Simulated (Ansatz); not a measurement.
# A hypothetical structure for Zn3Mo, part 2 of 2

Starting from a made-up structure for Zn3Mo, the aim is the relaxed cell, its shortest contacts and, where a second run follows, its electronic structure.

Ansatz 0.2.0; DFT, r2SCAN, plane-wave PAW, files of the set soft_1, scalar-relativistic, no spin, cell and ions relaxed at zero pressure; PAW set soft_1 (the session's first sound run).

So far: The starting structure; Relaxation of the guess. The relaxed cell has a = 5.368, c = 4.534 Å (conventional setting).

**3. Electronic structure of the relaxed cell**

With the geometry fixed, one more self-consistent run, with a narrower smearing and the mesh shown in its input, gives the bands, and its pressure, and its forces where symmetry allows any, show how far the geometry depends on these settings.

This step: DFT, r2SCAN, plane-wave PAW, files of the set soft_1, scalar-relativistic, no spin, bands and density of states at the relaxed cell; PAW set soft_1 (Ansatz 0.2.0).

Input file input.yaml:

```yaml
crystal:
  lattice:
    - [5.3675238348, 0.0, 0.0]
    - [-2.6837619174, 4.6484119963, 0.0]
    - [0.0, 0.0, 4.5340256165]
  atoms:
    - { symbol: Mo, position: [0.6666666667, 0.3333333333, 0.25] }
    - { symbol: Mo, position: [0.3333333333, 0.6666666667, 0.75] }
    - { symbol: Zn, position: [0.3346152223, 0.1673076112, 0.75] }
    - { symbol: Zn, position: [0.8326923888, 0.1673076112, 0.75] }
    - { symbol: Zn, position: [0.8326923888, 0.6653847777, 0.75] }
    - { symbol: Zn, position: [0.6653847777, 0.8326923888, 0.25] }
    - { symbol: Zn, position: [0.1673076112, 0.8326923888, 0.25] }
    - { symbol: Zn, position: [0.1673076112, 0.3346152223, 0.25] }
kpoints:
  mp_grid: { grid: [8, 8, 8] }
  band_path:
    path:
      - [[0.0, 0.0, 0.0], [0.5, 0.0, 0.0], [0.33333333, 0.33333333, 0.0], [0.0, 0.0, 0.0], [0.0, 0.0, 0.5], [0.5, 0.0, 0.5], [0.33333333, 0.33333333, 0.5], [0.0, 0.0, 0.5]]
      - [[0.5, 0.0, 0.5], [0.5, 0.0, 0.0]]
      - [[0.33333333, 0.33333333, 0.0], [0.33333333, 0.33333333, 0.5]]
    npoints: 8
scf:
  occupations: { method: fermi_dirac, width: 0.03 }
  n_extra_bands: 12
hamiltonian:
  xc: r2scan
  pseudopotentials: { kind: paw, azcp: { folder: soft_1 } }
output:
  forces: true
  stress: true
  write_bands: true
  dos: { projected: true }
  write_density: true
  write_potential: true
  elf: true
  volumetric_format: npy
```

On the command line:

```
$ ansatz run input.yaml --threads 4 --pin off --max-ram 10240MiB --backend cpu --events-out ev --progress --plain --runs-dir out
```

Numbers of over 12 decimals in the logs are rounded to 6 here.

Log:

```text
[...]
Crystal: 8 atoms, lattice volume = 113.126 Å³
Basis set: ecut = 500 eV, 2861 PW (Γ), exchange–correlation on 160×160×144 points (64 copies of the dense FFT grid, shifted against one another)
Bands: 62, of which v1, the nominal top of the filled ones, is band 50 counted from 1 (49 counted from 0)
Symmetry: 24 space group operations
[...]
k-points: 50 of 512
[...]
SCF iter   1: F=—  HF=-29891.647123 eV  |F-HF|=—  |Δ(HF+E_count)|=         —  Δρ=9.61e-2  dr2=1.79e1  dr2_τ=7.17e-1  ethr=3.10e-3  ⟨swp⟩=6.7  Hψ=13393  notcnv=0  defer=8
[...]
SCF iter  11: F=-29888.718910 eV  HF=-29888.718910 eV  |F-HF|=1.08e-8  |Δ(HF+E_count)|=   1.95e-7  Δρ=4.13e-6  dr2=1.67e-8  dr2_τ=4.68e-10  ethr=1.00e-10  ⟨swp⟩=15.9  Hψ=25824  notcnv=0
SCF 1 converged in 11 iterations: F = -29888.718910 eV  dr2 = 1.67e-8
[...]
NSCF: frozen V_eff on 75 k-points
SCF converged after 11 iterations
Free energy (F): -29888.718910 eV
[...]
Internal energy: -29888.715301 eV  (E = F + TS)
E sigma→0 (E₀):  -29888.717106 eV
Entropy (-TS):   -0.003609 eV (-0.451 meV/atom)
Fermi energy:    14.401906 eV
[...]
--- Forces (eV/Å), atoms counted from 1 ---
  atom   1  Mo    -0.00000000    -0.00000000     0.00000000
  atom   2  Mo     0.00000000     0.00000000     0.00000000
  atom   3  Zn    -0.00599419    -0.00346075     0.00000000
  atom   4  Zn     0.00599419    -0.00346075     0.00000000
  atom   5  Zn     0.00000000     0.00692150     0.00000000
  atom   6  Zn     0.00599419     0.00346075     0.00000000
  atom   7  Zn    -0.00599419     0.00346075     0.00000000
  atom   8  Zn    -0.00000000    -0.00692150     0.00000000
  max |Σ_I F_I| component: 1.97e-17 eV/Å
--- Stress (GPa, compression-positive) ---
        0.084865      -0.000000       0.000000
       -0.000000       0.084865       0.000000
        0.000000       0.000000      -0.196764
  P = ⅓ Tr σ = -0.0090 GPa (-0.090 kbar)
--- Band table (eV; the first three rows and the last of 50) ---
  k-point 0: bands = [... 46 lower, 13.5550, 13.5550, 13.9788, 13.9788, 14.9923, 15.2496, 15.2496, 15.8026, ... 8 higher]
  k-point 1: bands = [... 46 lower, 13.4481, 13.4481, 14.0221, 14.0221, 15.1330, 15.1330, 15.4725, 15.6730, ... 8 higher]
  k-point 2: bands = [... 46 lower, 13.2082, 13.2082, 13.9211, 13.9211, 15.0704, 15.0704, 15.2359, 15.6556, ... 8 higher]
  k-point 49: bands = [... 46 lower, 12.9587, 12.9587, 13.9420, 13.9420, 15.0629, 15.0629, 15.4480, 15.4480, ... 8 higher]
```

Wall time 28 s (4 threads of Arm Neoverse V1, shared host); peak memory 0.99 GiB; 1.9 min of CPU time.

The column dr2 measures how far the density is from self-consistency, as an energy; F and HF (Harris–Foulkes) agree once it is small.

This step gave:

* free energy: -29888.7189 eV
* energy at zero smearing: -29888.7171 eV
* smearing term TS: 0.003609 eV
* Fermi energy: 14.40 eV
* pressure: -0.009011 GPa

bands.tsv at the labelled points (eV, zero at the Fermi level; the bands that come nearest the Fermi level along the path):

| point | band 47 | band 48 | band 49 | band 50 | band 51 | band 52 | band 53 | band 54 |
| --- | --- | --- | --- | --- | --- | --- | --- | --- |
| Γ | -0.85 | -0.85 | -0.42 | -0.42 | 0.59 | 0.85 | 0.85 | 1.40 |
| M | -1.73 | -0.99 | -0.85 | -0.42 | 0.49 | 1.54 | 1.93 | 2.26 |
| K | -1.42 | -1.04 | -1.04 | -0.53 | 0.67 | 1.12 | 2.92 | 3.34 |
| Γ | -0.85 | -0.85 | -0.42 | -0.42 | 0.59 | 0.85 | 0.85 | 1.40 |
| A | -1.33 | -1.33 | -1.33 | -1.33 | -0.31 | -0.31 | 1.51 | 1.51 |
| L | -1.35 | -1.35 | -0.46 | -0.46 | 0.61 | 0.61 | 2.01 | 2.01 |
| H | -1.45 | -1.45 | -0.46 | -0.46 | 0.66 | 0.66 | 0.99 | 0.99 |
| A | -1.33 | -1.33 | -1.33 | -1.33 | -0.31 | -0.31 | 1.51 | 1.51 |
| L | -1.35 | -1.35 | -0.46 | -0.46 | 0.61 | 0.61 | 2.01 | 2.01 |
| M | -1.73 | -0.99 | -0.85 | -0.42 | 0.49 | 1.54 | 1.93 | 2.26 |
| K | -1.42 | -1.04 | -1.04 | -0.53 | 0.67 | 1.12 | 2.92 | 3.34 |
| H | -1.45 | -1.45 | -0.46 | -0.46 | 0.66 | 0.66 | 0.99 | 0.99 |

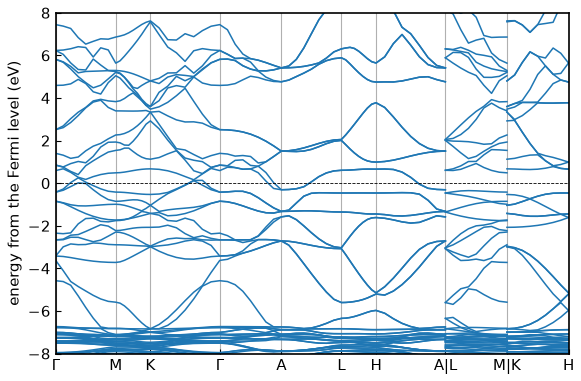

Bands along the path. 9 bands lie wholly below the window drawn.

States per cell as run, both spins, in windows of 1 eV, from dos.tsv (zero at the Fermi level):

| from | to | total |
| --- | --- | --- |
| -8 | -7 | 45.56 |
| -7 | -6 | 8.05 |
| -6 | -5 | 2.04 |
| -5 | -4 | 1.64 |
| -4 | -3 | 3.12 |
| -3 | -2 | 3.64 |
| -2 | -1 | 5.65 |
| -1 | 0 | 4.32 |
| 0 | 1 | 3.56 |
| 1 | 2 | 4.21 |
| 2 | 3 | 2.32 |
| 3 | 4 | 1.88 |
| 4 | 5 | 2.51 |

Below -8 eV lie 26.0 more states.

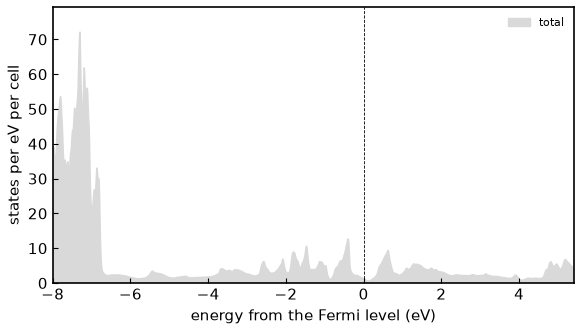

Total density of states, smoothed over about 0.04 eV.

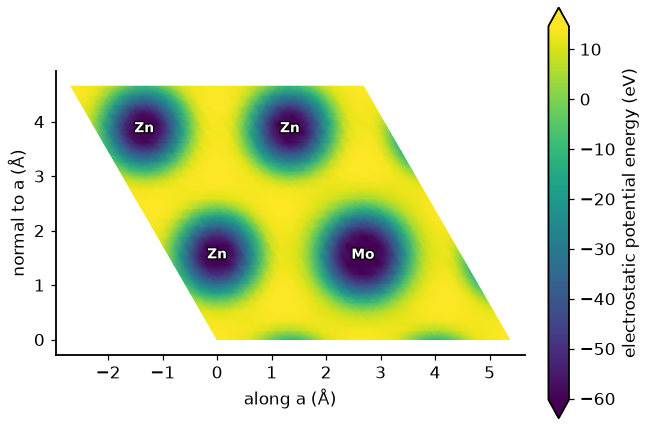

Electrostatic potential energy in the ab plane at fractional z = 0.250, with atoms of Mo and Zn within 0.2 Å of it. With pseudopotentials it is smooth inside the atoms' cores, unlike the true potential.

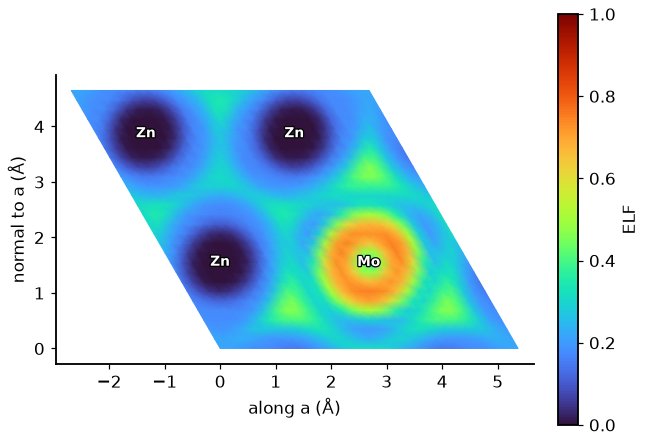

ELF in the ab plane at fractional z = 0.250, with atoms of Mo and Zn within 0.2 Å of it. It is the smooth field of the valence electrons, not physical close to the nuclei.

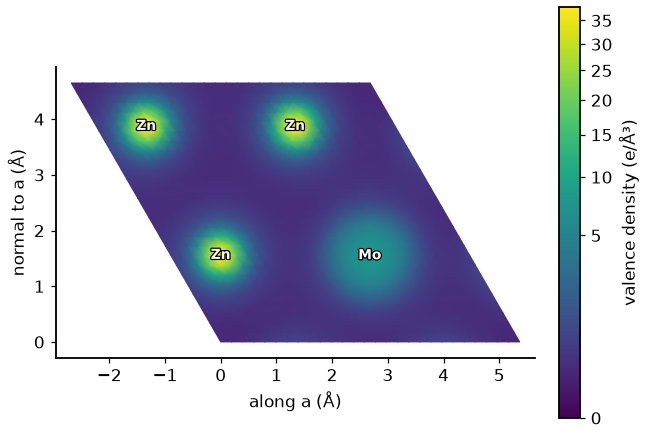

Valence density in the ab plane at fractional z = 0.250, with atoms of Mo and Zn within 0.2 Å of it. It is the smooth field of the valence electrons, not physical close to the nuclei. The colour scale is stretched toward low values.

**4. Outcome**

```yaml
space_group_relaxed: P6_3/mmc
conventional_cell: a = 5.368, b = 5.368, c = 4.534 Å; α = 90.0°, β = 90.0°, γ = 120.0°
volume_per_atom: 14.14 Å³ (guess 14.31)
```

Zn3Mo relaxes to P6_3/mmc with a = 5.368, b = 5.368 and c = 4.534 Å. The guessed volume was near the relaxed one. The space group P6_3/mmc was held in the relaxation, so the end point is a stationary structure within it and may be a saddle against distortions or other arrangements. Bands cross the Fermi level, so it is a metal or semimetal at this level. On the 8×8×8 mesh with the narrower smearing (relaxed on 6×6×6) the largest force component is 0.007 eV/Å and the largest stress component is 0.197 GPa, against the relaxation's thresholds of 0.015 eV/Å and 0.05 GPa. The cutoff wasn't tested. No dispersion term is used, so weakly bound directions may come out too long. The runs have no spin, and magnetism wasn't tested. Nothing here tests whether the compound is stable against decomposition.

[Logs are printed without paths, hosts, clocks, repeated set-up lines and the standing remarks that a program may print on its own settings, such as how far it seeks lower states.]

[Hosts, paths, dates, database ids (printed as entryN), source tags and the programs' standing remarks are cut or masked in the printed files.]
